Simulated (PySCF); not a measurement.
## A study: BH3NO2, doublet, SMILES `NB([O])O`

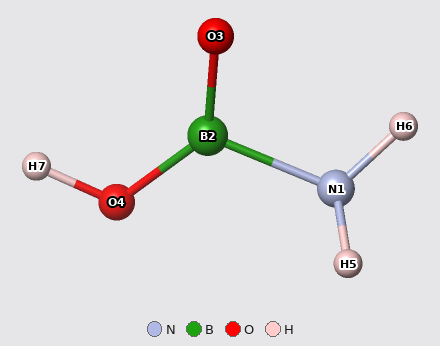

The molecule, with its atoms numbered as below. No frequency check shows the geometry to be a minimum.

Geometry (Å), atoms numbered from 1:

```
N1       1.0784   -0.8008   -0.0693
B2      -0.1230    0.1067   -0.0387
O3       0.3324    1.3081    0.0451
O4      -1.3356   -0.4839   -0.0159
H5       1.2341   -1.2994    0.7970
H6       1.9284   -0.3488   -0.3758
H7      -2.0709    0.1262    0.0238
```

Part 1: Bonding charge

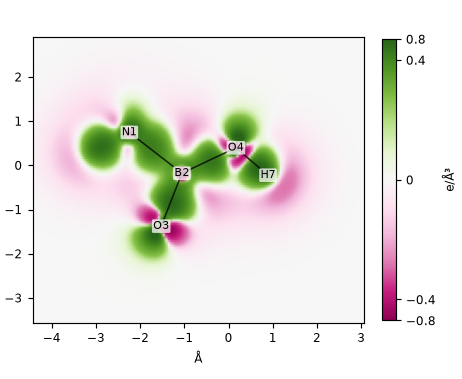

Deformation density (molecule less spherical, spin-averaged free atoms) in the plane of N1, B2, O3, O4 and H7; colour scale in e/Å³, logarithmic beyond ±0.1; green: gain, pink: loss.

PySCF calculation, PBE0/def2-TZVP, gas phase; geometry: GFN2-xTB. The stability of the open-shell solution wasn't checked. GFN2-xTB doesn't know the spin state, so this open-shell geometry is rough.

> How much density has each bond in this plane gained at its critical point, relative to the free atoms?

O4–H7: +0.82 e/Å³ at the bond critical point (bond length 0.96 Å, Mayer order 0.9). B2–O3: +0.53 e/Å³ at the bond critical point (bond length 1.29 Å, Mayer order 1.6). B2–O4: +0.39 e/Å³ at the bond critical point (bond length 1.35 Å, Mayer order 1.3). N1–B2: +0.27 e/Å³ at the bond critical point (bond length 1.51 Å, Mayer order 1.0). In all, 1.6 electrons gather in the regions of gain relative to the promolecule.

> Where do the Hirshfeld charges lie?

The highest Hirshfeld charge is on B2 (+0.24 e), the lowest on O4 (−0.26 e).

Part 2: Bond critical points

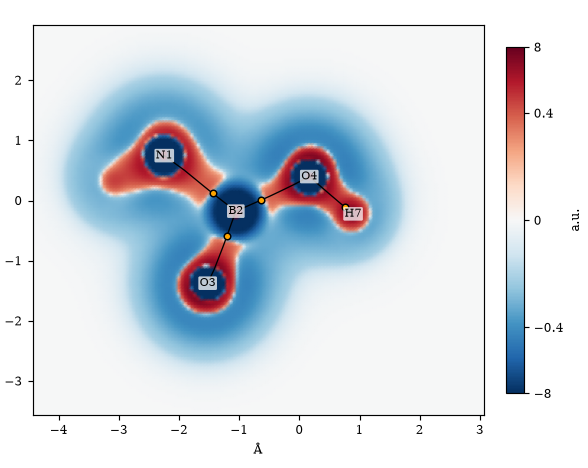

Negative Laplacian of the density (−∇²ρ) in the plane of N1, B2, O3, O4 and H7 (red positive, blue negative, colour scale in a.u., logarithmic beyond ±0.04), with bond paths and bond critical points (dots).

> Sort the bonds in the plane by the sign of ∇²ρ at their critical points.

Concentrated (∇²ρ < 0): O4–H7 (−2.53 a.u.). Depleted (∇²ρ > 0): B2–O3 (+1.36 a.u., H = −0.223); B2–O4 (+0.96 a.u., H = −0.179); N1–B2 (+0.27 a.u., H = −0.158). A positive Laplacian with clearly negative H marks a strongly polar covalent bond, whose critical point lies close to the core of the less electronegative atom.

> Where along O4–H7 does the critical point lie?

0.78 Å from O4 and 0.18 Å from H7.

Part 3: Local ionisation energy

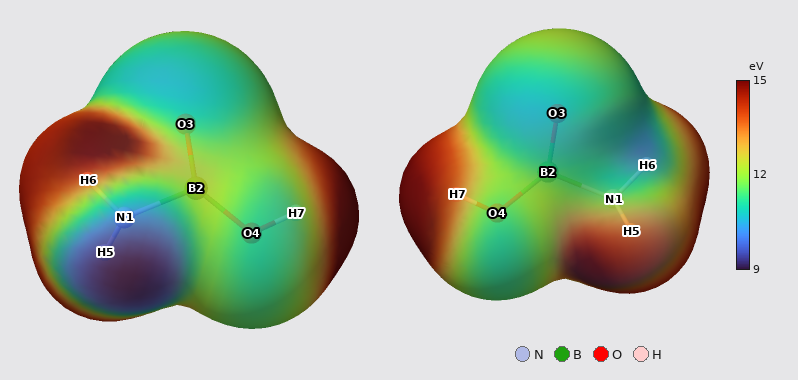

Average local ionisation energy on the surface of electron density 0.001 a.u. (back view left, front view right).

> Where are the most loosely bound electrons on this surface?

The lowest value is 9.2 eV, 2.0 Å from N1. Further minima include 10.4 eV, near H6 (1.85 Å) and H5 (2.05 Å), over N1 (2.1 Å); 10.6 eV, 1.8 Å from O3; 10.6 eV, 1.8 Å from O3. For comparison, the highest occupied orbital lies at −8.2 eV.

Part 4: Spin density

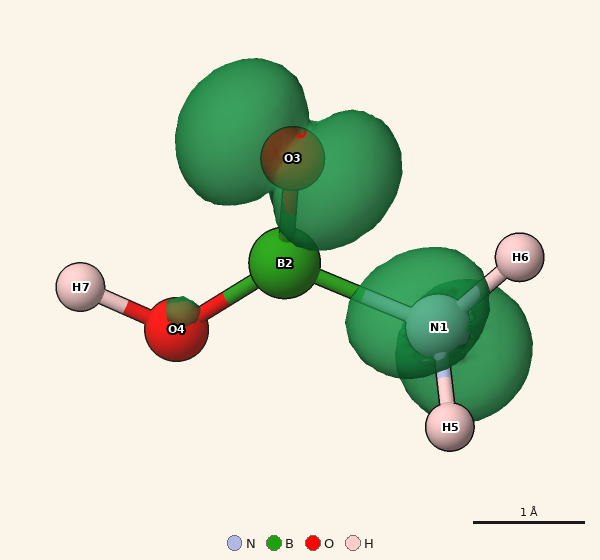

Spin density ρα − ρβ at ±0.05 e/Å³ (green: excess α, purple: excess β).

> Where is the unpaired spin?

Hirshfeld spin populations: O3 +0.62 and N1 +0.33. ⟨S²⟩ = 0.76, against 0.75 for a pure state.

Part 5: In an electric field

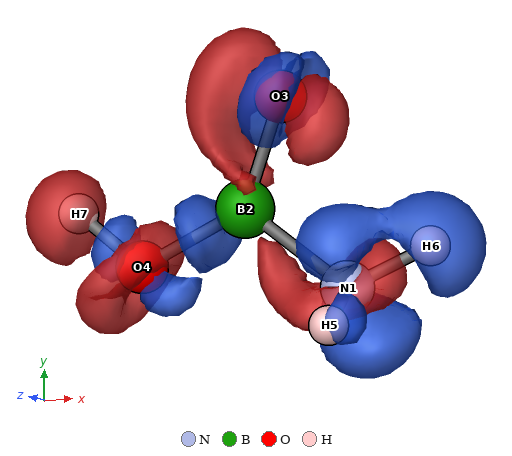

Change of the electron density in a uniform field of 0.51 V/Å, surfaces at ±0.008 e/Å³ (red: gain, blue: loss).

Level of theory: PBE0/6-311G** (PySCF), at a geometry from GFN2-xTB. A basis without diffuse functions makes polarisabilities too small. The stability of the open-shell solution wasn't checked. GFN2-xTB doesn't know the spin state, so this open-shell geometry is rough.

The field was applied in both directions; the picture shows the one opposite to the script's first.

> Along which Cartesian direction does the field point?

Along +x: electrons gather on the −x side, against the field.

> What dipole is induced, and what polarisability does it imply?

The induced dipole is 0.92 D (+0.87 D along the field); α along this axis, from the fields in both directions, is 34 bohr³ (5.1 Å³).

The PySCF runs shown took 27 s and 34 s on 1 thread of Arm Neoverse V2 (shared host).
